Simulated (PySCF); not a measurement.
```csv
atom,x (Å),y (Å),z (Å)
H,0.0000,0.0000,-0.4150
H,0.0000,0.0000,0.4150
```

All numbers below come from PBE0/def2-TZVPPD, non-relativistic Hamiltonian with scalar-relativistic core potentials where named, at a bond length of 0.830 Å (PySCF 2.14.0).

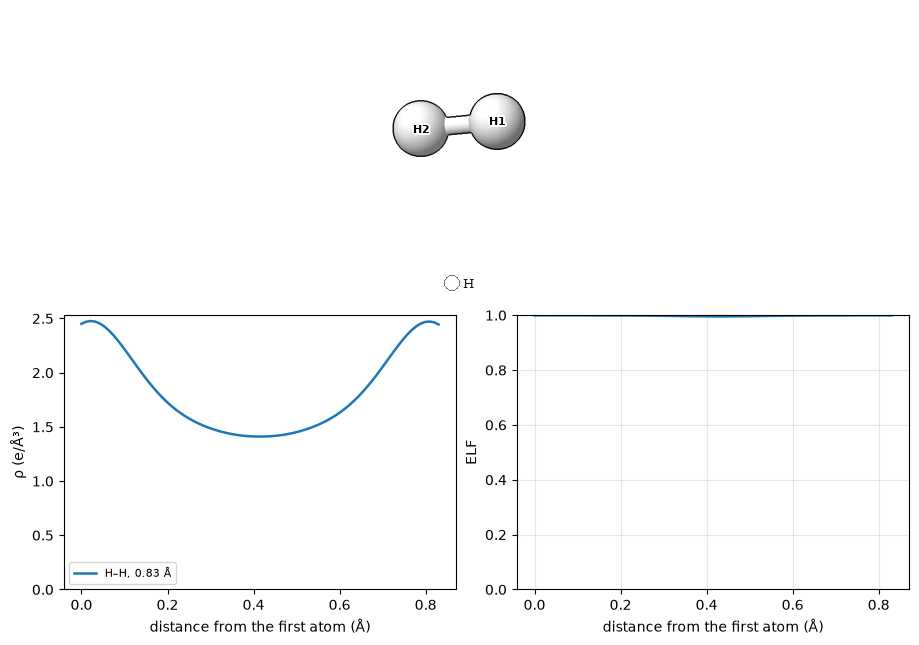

H2 (charge −1, doublet). Electron density and ELF along straight lines between neighbouring atoms. The curves leave out the atomic cores. The structure is drawn too.

> What can be read from the curves?

H–H (0.83 Å): ρ at the midpoint is about 1.4 e/Å³; the ELF is about 1 at the midpoint.
